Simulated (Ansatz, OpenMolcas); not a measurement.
# A ladder of methods for CH2FNOSi (SMILES O=C=N[SiH2]F)

CH2FNOSi: 7 atoms, total charge 0, spin state singlet. SMILES: `O=C=N[SiH2]F`. Geometry: relaxed at PBE0-D4/def2-TZVP. This is one conformer, not always the lowest.

```xyz
7

O    -0.5738   -2.9080   -0.5520
C    -0.3069   -1.8169   -0.2561
N    -0.0190   -0.7062    0.0761
Si    0.2121    0.9683    0.1889
F    -0.4202    1.6710   -1.0910
H    -0.4903    1.4703    1.3848
H     1.6593    1.2536    0.2037
```

Quantity: the HOMO–LUMO gap, in eV. The values are calculated.

| level | kind | program | value (eV) | CPU time |
| --- | --- | --- | --- | --- |
| HF/cc-pVDZ | Hartree–Fock | OpenMolcas | 15.89 | 11 s |
| B3LYP/cc-pVDZ | global hybrid | Ansatz | 8.28 | 6.9 s |
| BHLYP/cc-pVDZ | global hybrid | Ansatz | 11.12 | 8.1 s |
| CAM-B3LYP/cc-pVDZ | range-separated hybrid | Ansatz | 11.20 | 8.6 s |
| wB97M-V/cc-pVDZ | range-separated hybrid | Ansatz | 12.99 | 68 s |
| wB97X/cc-pVDZ | range-separated hybrid | Ansatz | 13.34 | 31 s |
| B2PLYP/cc-pVDZ | double hybrid | Ansatz | 11.40 | 10 s |
| PBE-QIDH/cc-pVDZ | double hybrid | Ansatz | 13.02 | 10 s |

The values span 8.28 to 15.89 eV. Orbital gaps aren't excitation energies, and those of double hybrids come from the SCF part alone. CPU times are rough (shared hosts, several kinds of processor and program).

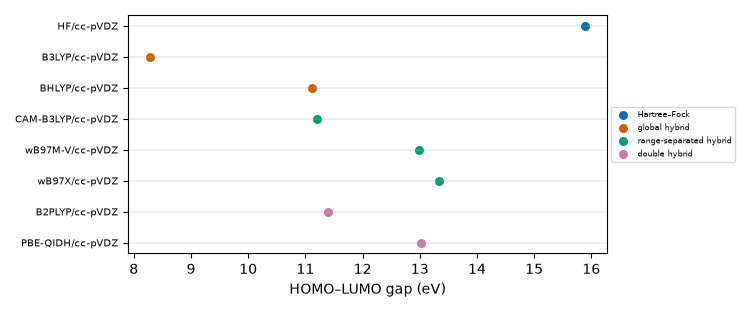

The values of the table, level by level.
